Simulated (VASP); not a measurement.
Band structure of LiF (rock salt). Method: RPBE GGA, VASP's PBE PAW potentials (set 64) (plane waves; VASP).

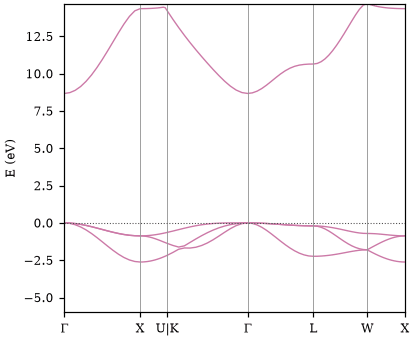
Figure. Bands along high-symmetry lines, zero at the valence-band maximum or, without a gap, the Fermi level

**Question.** Read the plot: is there a gap, and where are the band edges?

**Answer.** The gap is direct, 8.67 eV, from the valence maximum at Γ to the conduction minimum at Γ. (Edges off the drawn lines would not show.)

Measured: gap 15.35 eV (computed value off by -6.68 eV), as given by Wei Chen et al., Physical Review Materials (2018), doi:10.1103/physrevmaterials.2.073803 [zero-point renormalisation of 1.15 eV added back (the table's ZPR column)].

The compound is LiF in the rock salt structure. It was relaxed first, which changed the volume by +8 %.
